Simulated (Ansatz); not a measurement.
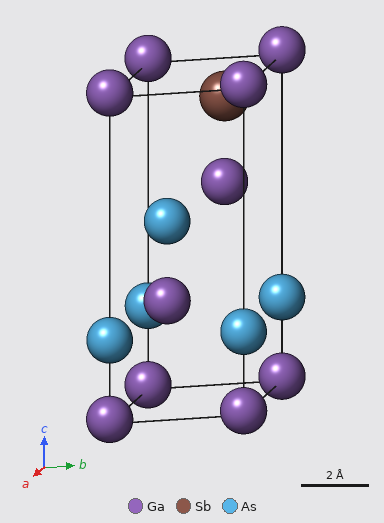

The image is a spheres-only drawing of a crystal, viewed slightly off an axis. The wireframe shows the simulation cell.

```yaml
crystal:
  lattice:
    - [4.17765, 0.00000, 0.00000]
    - [-2.08882, 3.61795, 0.00000]
    - [0.00000, 0.00000, 10.23895]
  atoms:
    - { symbol: Ga, position: [0.00000, 0.00000, 0.01371] }
    - { symbol: Ga, position: [0.66667, 0.33333, 0.33304] }
    - { symbol: Ga, position: [0.33333, 0.66667, 0.65413] }
    - { symbol: Sb, position: [0.33333, 0.66667, 0.91622] }
    - { symbol: As, position: [0.00000, 0.00000, 0.25609] }
    - { symbol: As, position: [0.66667, 0.33333, 0.57681] }
```

Method used: DFT r2SCAN, scalar-relativistic, plane waves, PAW (Ansatz 0.2.0). It ran with 500 eV cutoff, a 12×12×4 grid in reciprocal space, Gaussian smearing of 0.1 eV, no spin polarisation.

How are the electrons shared out in a Bader analysis?

Ga +0.46 to +0.74 e; Sb -0.39 e; As -0.73 e.

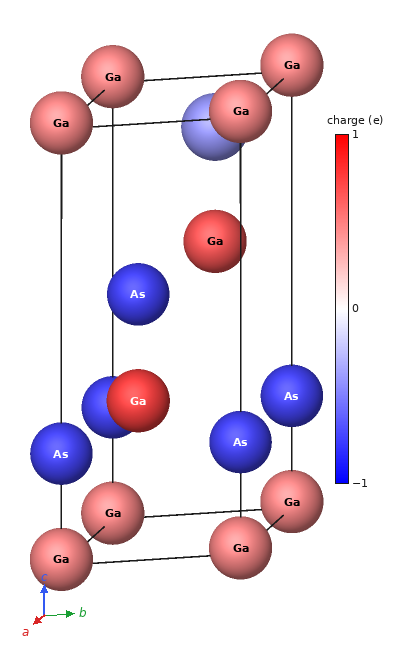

The atoms coloured by those charges.

Its origin is a structure type filled with these elements by a generator (whether the compound takes this form wasn't checked). Earlier steps of the study, as a rule a relaxation of our own, may have changed the cell and positions, so they can lie some per cent off the listed ones. A calculation with Ansatz used it as input.
